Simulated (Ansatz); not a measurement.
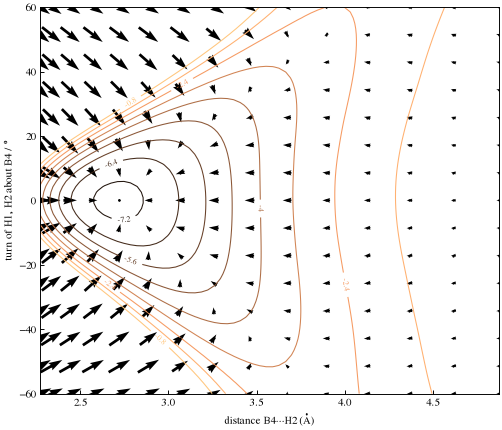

Energy landscape of the pair H₂···BF₃. 
- The turn is about an axis along (−0.95, 0.22, 0.22) in the frame of the relaxed pair, normal to the line between the partners.
- The first coordinate is: distance B4···H2; the second: turn of H1, H2 about B4.
- The grid has 15 × 15 points.
- All energies are given in kJ/mol relative to the two partners far apart, frozen as in the relaxed pair, each in its own basis (no counterpoise correction).
- All numbers below come from RKS PBE-D4/def2-SVPD in Ansatz.

Drawn: contour lines labelled in kJ/mol (none above −0.8), dots at the grid points, arrows along the force (downhill), their lengths compressed. Between grid points the surface is interpolated. 

Question: Where are the wells?

Answer: The lowest grid point is at distance B4···H2 = 2.722 Å, turn of H1, H2 about B4 = 0.0°, −7.4 kJ/mol from the two partners far apart, frozen as in the relaxed pair, each in its own basis (no counterpoise correction). It is the only kind of minimum in the scanned range. The highest grid point, distance B4···H2 = 2.272 Å, turn of H1, H2 about B4 = 60.0°, lies 181.4 kJ/mol above the lowest. Round the minimum the two coordinates are nearly uncoupled.

The input of one point:

```yaml
crystal:
  periodic: [false, false, false]
  atoms:
    - { symbol: H, position_ang: [0.185656, -0.235778, -1.822939] }
    - { symbol: H, position_ang: [-0.565458, -0.093802, -1.757039] }
    - { symbol: F, position_ang: [1.408456, -0.034447, 0.745912] }
    - { symbol: B, position_ang: [0.091792, 0.081102, 0.878623] }
    - { symbol: F, position_ang: [-0.652609, -1.000275, 1.078027] }
    - { symbol: F, position_ang: [-0.476184, 1.280979, 0.843846] }
basis:
  gaussian: { orbitals: def2-SVPD }
hamiltonian:
  xc: pbe
  dispersion: d4
output:
  forces: true
```

The whole map (225 points run) took 10 min on 1 thread of Arm Neoverse V1, with other jobs on the host.
